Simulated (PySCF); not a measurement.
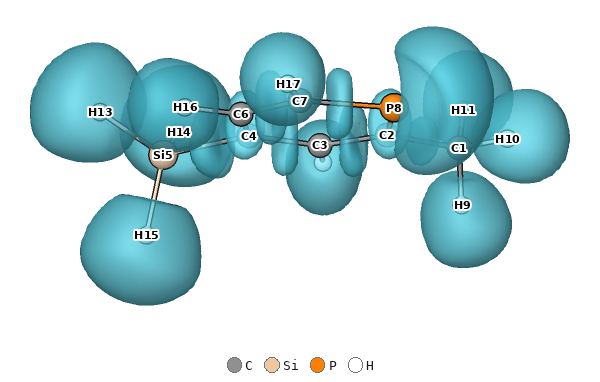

Figure. C6H9PSi (SMILES Cc1cc([SiH3])ccp1). Isosurface of the ELF at 0.85 (cyan), seen from one side. Only the valence region is drawn (cores and ρ < 0.01 e/Å³ removed).

Geometry: GFN2-xTB.

Computed with B3LYP/def2-SVPD, SCF density, gas phase in PySCF.

```yaml
atoms:
  - { symbol: C, position_ang: [2.8414, 0.0052, 0.2228] }
  - { symbol: C, position_ang: [1.4110, 0.4615, 0.1440] }
  - { symbol: C, position_ang: [0.4160, -0.4828, -0.0199] }
  - { symbol: C, position_ang: [-0.9493, -0.2242, -0.1106] }
  - { symbol: Si, position_ang: [-2.1590, -1.6603, -0.2969] }
  - { symbol: C, position_ang: [-1.4223, 1.0843, -0.0334] }
  - { symbol: C, position_ang: [-0.6212, 2.1911, 0.1291] }
  - { symbol: P, position_ang: [1.1066, 2.1766, 0.2660] }
  - { symbol: H, position_ang: [2.9747, -0.6893, 1.0523] }
  - { symbol: H, position_ang: [3.5101, 0.8514, 0.3679] }
  - { symbol: H, position_ang: [3.1284, -0.5119, -0.6929] }
  - { symbol: H, position_ang: [0.7309, -1.5195, -0.0840] }
  - { symbol: H, position_ang: [-3.3832, -1.1723, -0.9338] }
  - { symbol: H, position_ang: [-1.5409, -2.7024, -1.1198] }
  - { symbol: H, position_ang: [-2.4662, -2.2019, 1.0308] }
  - { symbol: H, position_ang: [-2.4920, 1.2402, -0.1090] }
  - { symbol: H, position_ang: [-1.0920, 3.1664, 0.1774] }
```

Question: Where are the electrons localised?

Answer: The surface consists of five regions between bonded C–C atoms (shared pairs), two regions between bonded C–P atoms (shared pairs), one region between bonded C–Si atoms (shared pairs), nine regions around hydrogen nuclei and one lobe on P, pointing away from the bonds (lone pairs). Along the contacts the grid gives the following. C–C (1.38 Å): the ELF peaks at about 0.95 between the atoms: a covalent bond. C–P (1.73 Å): the ELF peaks at about 0.95 between the atoms, as expected for localised, covalent bonding.
